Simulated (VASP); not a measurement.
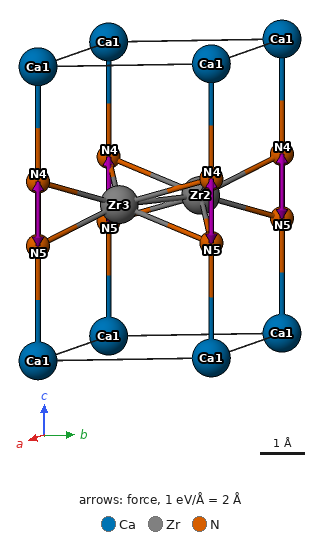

Starting geometry of crystalline CaZr2N2 (a generated structure, set up in P6/mmm) with the computed forces as purple arrows. The picture is a ball-and-stick view of the cell of the calculation, seen slightly off an axis.

The run lets cell and atoms move.

The calculation used VASP 6.6.1, Kohn-Sham DFT of a periodic cell, PBE, VASP PAW PBE potentials, recommended.

Input file:
```
PREC = Normal ; ENCUT = 520
EDIFF = 1E-4 ; ISMEAR = 0
SIGMA = 0.15 ; LREAL = F
LASPH = T ; NELM = 60
ALGO = Fast ; ISIF = 3
LWAVE = F ; LCHARG = F
GGA = PE ; IBRION = 2
NSW = 24 ; EDIFFG = -0.08
KPAR = 2
```

Launched with:
```bash
cat potpaw_PBE.64/Ca_sv/POTCAR potpaw_PBE.64/Zr_sv/POTCAR potpaw_PBE.64/N/POTCAR > POTCAR
mpirun -np 2 vasp_std > vasp.out
```

Q: What follows when this structure is relaxed?

A: It isn't relaxed: the largest force vector, on N atoms, is 0.76 eV/Å. Measured relative to the changing cell, the final displacements run against the starting forces (cosine between the two patterns −1.00). The largest moves relative to the cell, 0.030 Å, are those of N4 and N5. N5 goes along −c. Zr and Ca stay in place. The volume changes by +9.6 %, with a = b 3.967 → 4.469 Å (+12.7 %), c 6.775 → 5.851 Å (−13.6 %). Some distances before and after: Ca1–N4 2.647 → 2.256 Å, Zr2–Zr3 2.290 → 2.580 Å, Zr2–N4 2.407 → 2.666 Å, N4–N5 1.481 → 1.339 Å. The space group stays P6/mmm (No. 191). The energy falls by 555 meV per atom in 10 geometry steps. The largest force component goes from 0.76 to 0.028 eV/Å. The pressure goes from 20.36 to −0.15 GPa. It ran on 2 threads of Intel(R) Xeon(R) 6975P-C (Granite Rapids) (shared host).
